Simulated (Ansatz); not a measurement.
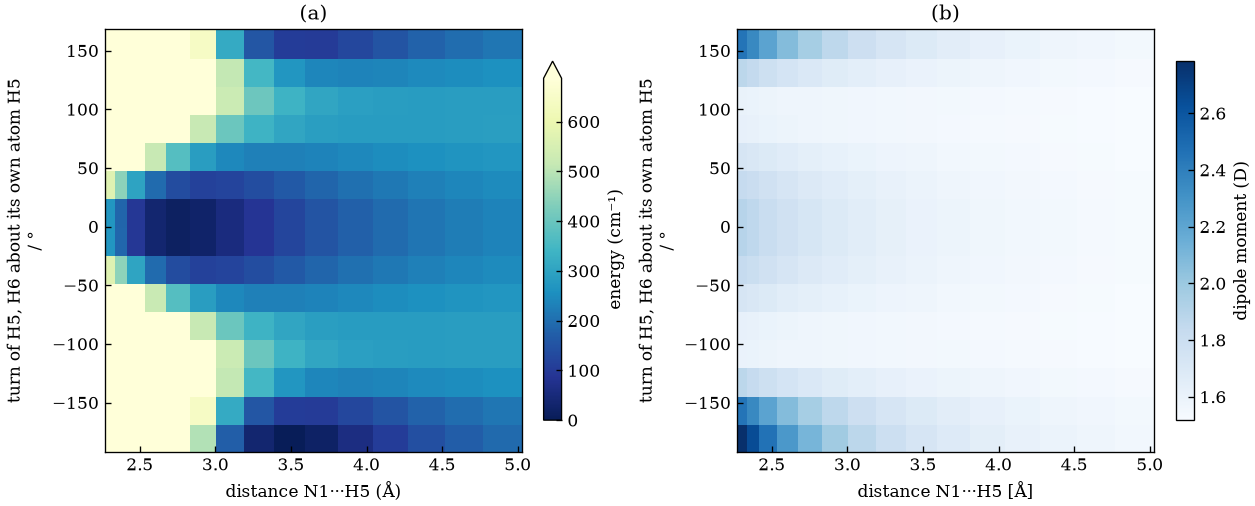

The pair H₃N···H₂. The turn is about an axis along (0.83, 0.50, −0.25) in the frame of the relaxed pair, normal to the line between the partners. The first coordinate is: distance N1···H5; the second: turn of H5, H6 about its own atom H5. The grid has 15 × 15 points. Points are written as (first, second). All energies are given in cm⁻¹ relative to the lowest grid point. Level of theory: RKS B3LYP-D4/def2-TZVPD (Ansatz).

Panel (a) is the energy; panel (b) is the computed dipole moment, in D.

Drawn: one coloured cell a grid point, one colour for all values above the top of the scale.

How does the dipole moment vary over the map, and what is it at the lowest grid point?

Leaving out the highest fifth of the energies, it runs from 1.52 D at (4.901 Å, −84°) to 1.98 D at (2.916 Å, −180°). At the lowest grid point, (3.489 Å, −180°), it is 1.73 D.
